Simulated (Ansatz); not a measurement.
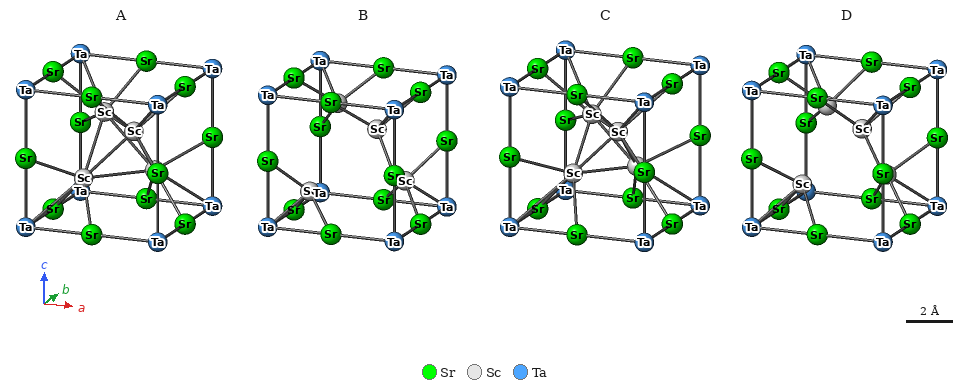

4 geometries from one relaxation of crystalline Sr₃Sc₄Ta (built on the VCu3S4 type) (coarse preliminary run), in shuffled order. A ball-and-stick model of the cell of the calculation, seen slightly off an axis.

Case: VCu3S4 type (P-43m, No. 215).

Method: Ansatz 0.2.0, DFT PBE, scalar-relativistic, plane waves, PAW. Set-up: plane-wave cutoff 420 eV; k-point mesh 4 × 4 × 4; occupations gaussian; smearing width 0.1 eV; no spin polarisation; cell and atoms relaxed; force threshold 0.04 eV/Å; at most 70 steps.

Q: Put them in the order of the run, from the start to the converged end.

A: B, D, A, C. They are steps 0, 2, 4, 8, at +1411 meV per atom, +533 meV per atom, +106 meV per atom relative to the last. Over 7 accepted moves (8 points after the start) the energy falls by 1411 meV per atom. Largest force component: 2.5 eV/Å at the start, 0.018 eV/Å at the end. The pressure goes from 15.98 to −0.05 GPa. The SCF was repeated once at an unchanged geometry on a basis and grid sized afresh for the cell, which shifted the energy by 0.5 meV per atom at most. The largest moves relative to the cell, 1.09 Å, are those of Sc atoms. Sr and Ta stay in place. The drawn cell changes as follows: a = b = c 6.039 → 6.421 Å (+6.3 %); the volume changes by +20.2 %. Some distances before and after: Sc–Sc 4.527 → 3.037 Å, Sc–Ta 2.458 → 3.701 Å, Sc–Sr 2.567 → 3.207 Å, Sr–Ta 3.020 → 3.210 Å. New bonds form, among them: Sc–Sc (4.53 → 3.04 Å). Bond angles that change, for instance: Sc–Sr–Sc 102.9° → 140.9°, Sr–Sc–Sr 112.6° → 90.1°, Sc–Sr–Ta 128.6° → 109.6°. The space group stays P-43m (No. 215). Cost: 2.5 min on 1 thread of Arm Neoverse V1, on a shared host, peak memory 0.48 GiB.
